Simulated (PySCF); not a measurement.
# C$_{3}$H$_{6}$ClFSi: one change and its effect

System: C$_{3}$H$_{6}$ClFSi.
Method of run 1: GIAO PBE0/pcSseg-1 NMR shielding, non-relativistic, gas phase (PySCF 2.14.0).

The geometry comes from this level: PBE0-D3(BJ)/def2-SVP. Text and figures count atoms from 1; the logs count them from 0 in places.

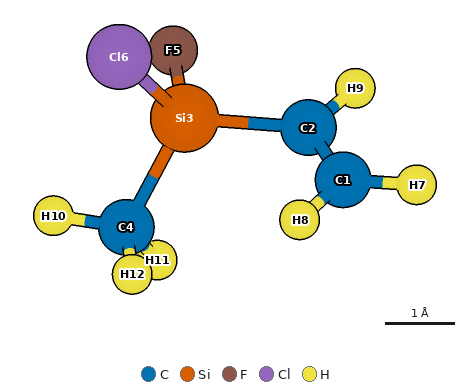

**Figure 1.** The structure (ball-and-stick view, seen at a tilt; atoms are numbered from 1 in the order of the input).

**Input, run 1**
```
{"job": {"kind": "nmr", "xc": "PBE0", "basis": "pcSseg-1", "pop": false}, "charge": 0, "multiplicity": 1}
C     -1.910254    -0.655829    -0.358845
C     -1.199408    -0.176223     0.667646
Si     0.409146     0.724008     0.465353
C      1.728109    -0.216103    -0.431036
F      0.943456     1.088282     1.955820
Cl     0.096329     2.513140    -0.520056
H     -2.855105    -1.191547    -0.216819
H     -1.589483    -0.526752    -1.399288
H     -1.577695    -0.324202     1.687540
H      2.647268     0.384403    -0.503577
H      1.957361    -1.153125     0.098995
H      1.398411    -0.466242    -1.450960
```

The first line tells a small driver script what to run in PySCF; the rest is the geometry in Å.

Command:
```bash
OMP_NUM_THREADS=1 python <driver script> task.json out
```

Hardware: 1 CPU thread, shared host.

**Output (run 1)**
```
coarse grid: 11312 points
cycle   1  E = -966.8921616249  dE =  4.275e-01  |g| = 6.381e-01  |ddm| = 3.093e+00
cycle   2  E = -966.8482715819  dE =  4.389e-02  |g| = 8.651e-01  |ddm| = 1.107e+00
cycle   3  E = -966.9710600447  dE = -1.228e-01  |g| = 9.922e-02  |ddm| = 6.392e-01
cycle   4  E = -966.9729487463  dE = -1.889e-03  |g| = 2.128e-02  |ddm| = 9.100e-02
cycle   5  E = -966.9730293318  dE = -8.059e-05  |g| = 5.417e-03  |ddm| = 1.736e-02
cycle   6  E = -966.9730352273  dE = -5.895e-06  |g| = 2.618e-03  |ddm| = 6.494e-03
final grid: 101136 points
cycle   7  E = -967.0121125641  dE = -2.138e-05  |g| = 8.038e-03  |ddm| = 1.714e-02
cycle   8  E = -967.0120978068  dE =  1.476e-05  |g| = 1.089e-02  |ddm| = 1.452e-02
cycle   9  E = -967.0121280652  dE = -3.026e-05  |g| = 1.892e-03  |ddm| = 8.968e-03
cycle  10  E = -967.0121289256  dE = -8.605e-07  |g| = 2.835e-04  |ddm| = 1.473e-03
cycle  11  E = -967.0121289437  dE = -1.810e-08  |g| = 5.477e-05  |ddm| = 2.650e-04
cycle  12  E = -967.0121289443  dE = -5.796e-10  |g| = 2.160e-05  |ddm| = 6.650e-05
converged SCF energy = -967.0121289443

GIAO shielding tensors (ppm)
atom      isotropic    diamagn.    paramagn.     s11        s22        s33       span
  0 C       36.180     255.225    -219.046    -95.326     35.328    168.538    263.864
  1 C       41.639     262.673    -221.034    -75.197     36.786    163.328    238.525
  2 Si     329.586     878.136    -548.549    290.713    340.958    357.088     66.374
  3 C      181.302     256.990     -75.688    175.453    176.221    192.233     16.780
  4 F      322.817     469.042    -146.226    276.119    330.068    362.264     86.145
  5 Cl     864.985    1149.005    -284.020    730.335    865.232    999.387    269.051
  6 H       24.700      28.542      -3.842     21.835     24.188     28.077      6.242
  7 H       25.144      32.036      -6.891     20.603     24.598     30.233      9.630
  8 H       24.814      30.467      -5.653     22.897     24.324     27.222      4.326
  9 H       30.573      28.817       1.756     26.377     28.330     37.013     10.636
 10 H       30.832      30.812       0.021     26.651     27.764     38.082     11.431
 11 H       30.842      31.853      -1.011     26.958     28.821     36.747      9.789
```

The input of run 2 differs as follows (lines with − go, lines with + come):
```diff
-"xc": "PBE0"
+"xc": "CAM-B3LYP"
```

Predict how the results change.

The total energies belong to different methods, so their difference says nothing on which is more stable or more accurate. The HOMO goes from −8.40 to −9.71 eV. The LUMO goes from −1.03 to 0.16 eV. Of all shieldings, the largest change is that of Si3, by −8.6 ppm. The functional changes from PBE0 to CAM-B3LYP. The number of SCF iterations is the same.

**Output (run 2)**
```
coarse grid: 11312 points
cycle   1  E = -967.3401800832  dE =  4.900e-01  |g| = 6.378e-01  |ddm| = 3.033e+00
cycle   2  E = -967.3313981111  dE =  8.782e-03  |g| = 7.723e-01  |ddm| = 1.010e+00
cycle   3  E = -967.4192215729  dE = -8.782e-02  |g| = 7.839e-02  |ddm| = 5.089e-01
cycle   4  E = -967.4203459646  dE = -1.124e-03  |g| = 2.544e-02  |ddm| = 8.025e-02
cycle   5  E = -967.4204755826  dE = -1.296e-04  |g| = 3.312e-03  |ddm| = 2.224e-02
cycle   6  E = -967.4204774289  dE = -1.846e-06  |g| = 2.261e-03  |ddm| = 5.169e-03
final grid: 101136 points
cycle   7  E = -967.4613738816  dE = -1.445e-05  |g| = 4.599e-03  |ddm| = 1.152e-02
cycle   8  E = -967.4613726870  dE =  1.195e-06  |g| = 5.178e-03  |ddm| = 7.426e-03
cycle   9  E = -967.4613790839  dE = -6.397e-06  |g| = 5.577e-04  |ddm| = 3.892e-03
cycle  10  E = -967.4613791514  dE = -6.755e-08  |g| = 1.017e-04  |ddm| = 4.182e-04
cycle  11  E = -967.4613791538  dE = -2.321e-09  |g| = 2.010e-05  |ddm| = 8.979e-05
cycle  12  E = -967.4613791538  dE = -7.890e-11  |g| = 7.801e-06  |ddm| = 2.320e-05
converged SCF energy = -967.4613791538

GIAO shielding tensors (ppm)
atom      isotropic    diamagn.    paramagn.     s11        s22        s33       span
  0 C       32.003     254.605    -222.602   -105.274     33.910    167.373    272.648
  1 C       36.293     262.383    -226.090    -86.058     32.832    162.106    248.164
  2 Si     320.937     878.090    -557.153    280.800    333.001    349.009     68.209
  3 C      179.418     255.853     -76.435    173.287    174.385    190.581     17.294
  4 F      324.087     469.689    -145.601    277.352    331.346    363.564     86.212
  5 Cl     865.694    1149.434    -283.741    730.529    861.531   1005.021    274.491
  6 H       24.846      28.525      -3.679     21.962     24.288     28.288      6.326
  7 H       25.263      32.273      -7.009     20.717     24.689     30.384      9.667
  8 H       24.957      30.479      -5.522     23.007     24.454     27.410      4.402
  9 H       30.661      28.853       1.808     26.518     28.463     37.003     10.484
 10 H       30.926      30.884       0.042     26.806     27.891     38.081     11.275
 11 H       30.917      31.989      -1.072     27.093     28.937     36.721      9.628
```

**The two runs side by side**

| quantity | run 1 | run 2 |
| --- | --- | --- |
| outcome | converged | converged |
| total energy (hartree) | −967.012129 | −967.461379 |
| HOMO (eV) | −8.40 | −9.71 |
| LUMO (eV) | −1.03 | 0.16 |
| dipole moment (D) | 2.86 | 2.85 |
| shielding of C1 (ppm) | 36.2 | 32.0 |
| shielding of C2 (ppm) | 41.6 | 36.3 |
| shielding of Si3 (ppm) | 329.6 | 320.9 |
| shielding of C4 (ppm) | 181.3 | 179.4 |
| shielding of F5 (ppm) | 322.8 | 324.1 |
| shielding of Cl6 (ppm) | 865.0 | 865.7 |
| shielding of H7 (ppm) | 24.7 | 24.8 |
| SCF iterations | 12 | 12 |
| basis functions | 146 | 146 |
| wall time (shared host) | 13 s | 22 s |
